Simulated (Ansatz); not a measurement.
Cl3HOTi···H2

The calculation's input:

```
crystal:
  periodic: [false, false, false]
  atoms:
    - { symbol: Ti, position_ang: [-0.09684, 0.162639, -0.030193] }
    - { symbol: O, position_ang: [-0.152873, 0.177449, 1.800899] }
    - { symbol: H, position_ang: [-0.746279, -0.22785, 2.422185] }
    - { symbol: Cl, position_ang: [1.950633, 0.287657, -0.785188] }
    - { symbol: Cl, position_ang: [-1.188408, 1.914593, -0.731782] }
    - { symbol: Cl, position_ang: [-1.145875, -1.59924, -0.786847] }
    - { symbol: H, position_ang: [1.226807, -2.129119, 1.174526] }
    - { symbol: H, position_ang: [1.086235, -1.662429, 1.6899] }
basis:
  gaussian: { orbitals: def2-SVP }
hamiltonian:
  xc: hf
relax:
  f_tol: 0.03
  max_steps: 50
output:
  orbitals: {}
```

Launched as:

```sh
ansatz run input.yaml --threads 2 --pin off --max-ram 3072MiB --backend cpu --events-out ev --progress --plain --runs-dir out
```

The fields are those of the run's last geometry, not of the input's.

These are results of RHF/def2-SVP (Ansatz 0.2.0), not measurements.

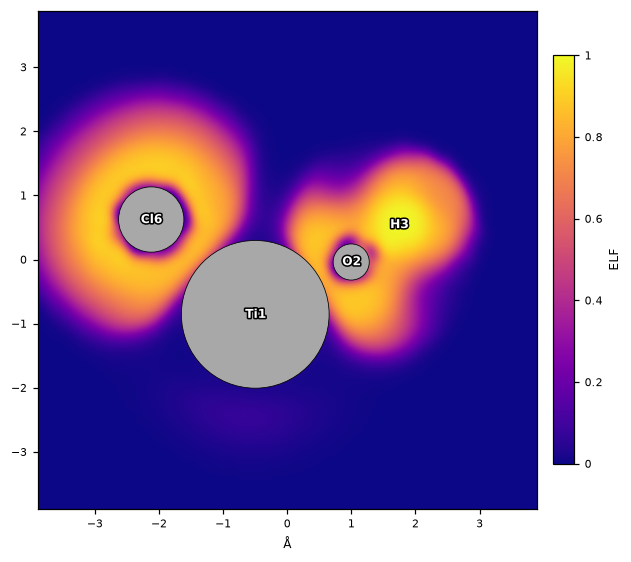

Figure 1. ELF on the plane of atoms O2, Ti1 and Cl6. Grey discs cover the atomic cores.

What does the map show?

Answer.
- The plane passes through Ti, O, H and Cl nuclei.
- Ti–O (1.70 Å): the ELF peaks at about 0.80 in the valence shell of O, 0.5 Å from its nucleus, and drops to about 0.20 between the two atoms.
- Ti–Cl (2.19 Å): the ELF peaks at about 0.85 in the valence shell of Cl, 0.8 Å from its nucleus, and is about 0.45 at the midpoint.
- O–H (0.95 Å): the ELF climbs to about 1 towards the hydrogen, as it does in any bond to H (a covalent bond by its length).

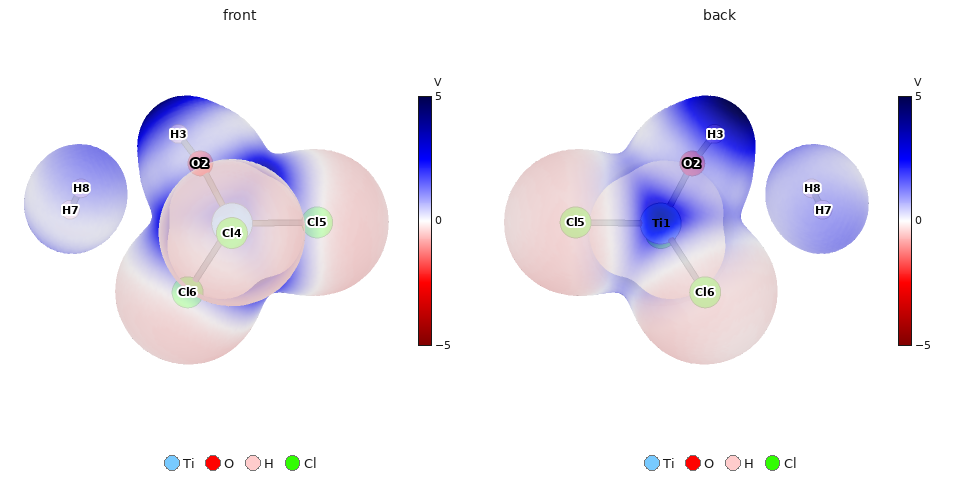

Figure 2. The electrostatic potential painted on the density surface at 0.004 e/bohr³, seen from the front and from behind; the colour scale runs from red (negative) to blue (positive).

Where is the surface potential most negative and most positive?

Answer. The most negative region (about −0.4 V) lies over Cl4, Cl5 and Cl6, the most positive (about +4.7 V) over H3.

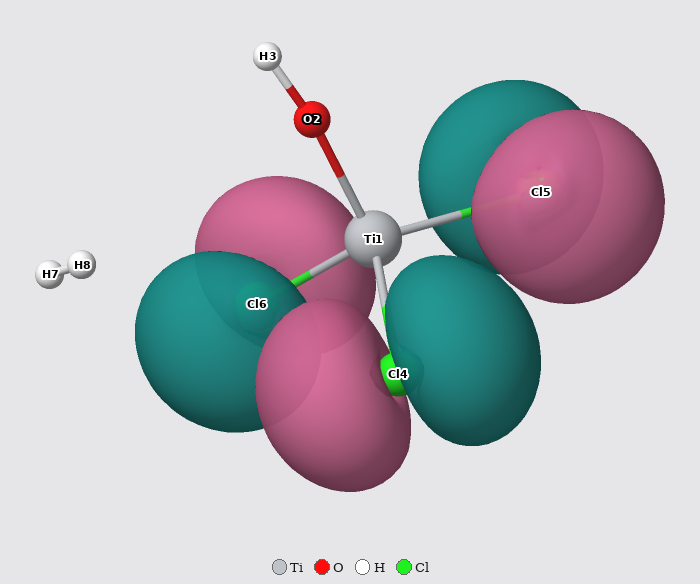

Figure 3. The HOMO at ±0.08 Å⁻³ᐟ² (teal and pink are the two phases), seen at a tilt.

Describe this orbital and give its energy.

Answer. Its weight (Hirshfeld) is mainly on Cl5 (about 35 %), Cl4 (about 30 %) and Cl6 (about 30 %); largely a combination of lone pairs on Cl5, Cl4 and Cl6. Its energy is −12.31 eV.
